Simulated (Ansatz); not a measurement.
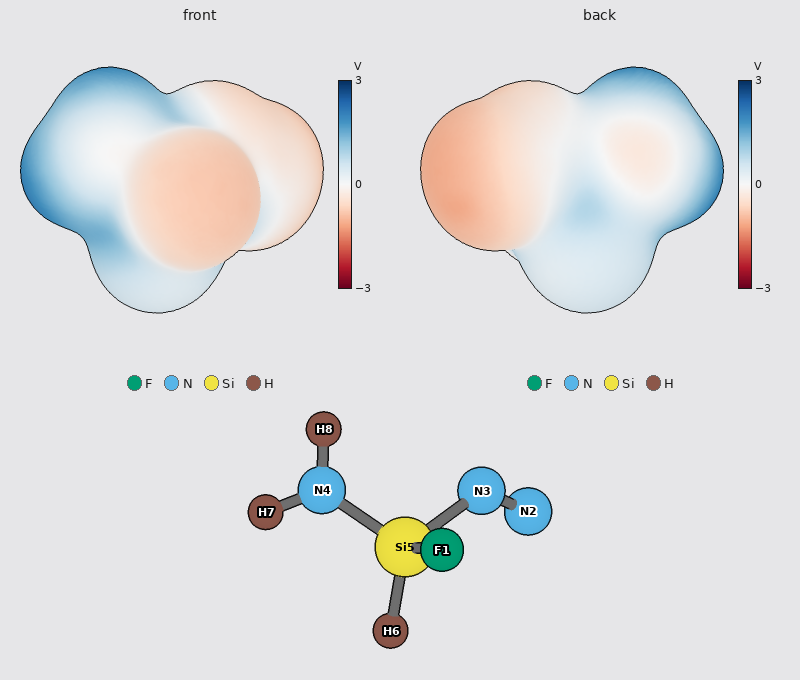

Figure. FH$_{3}$N$_{3}$Si (doublet). The electrostatic potential painted on the density surface at 0.001 e/bohr³, seen from the front and from behind; the colour scale runs from red (negative) to blue (positive). The bare structure is drawn below in the same view.

Geometry: PBE0-D3(BJ)/pcseg-1.

These are results of Ansatz, isolated molecule in a Gaussian basis; Kohn-Sham density functional theory, functional PBE0, not measurements.

```xyz
8

F    -0.6676    0.7206    0.4515
N     0.0946   -2.0812    2.5103
N     0.2960   -0.9453    2.2873
N     2.0531    0.8209    1.1416
Si    0.7003   -0.1054    0.7367
H     0.9702   -0.9552   -0.4438
H     2.6957    1.1797    0.4475
H     2.1251    1.3044    2.0289
```

Question: Describe the electrostatic potential map.

Answer: The most negative region (about −1.1 V) lies over N2, the most positive (about +2.0 V) over H7. N2 is the likeliest acceptor of a hydrogen bond.
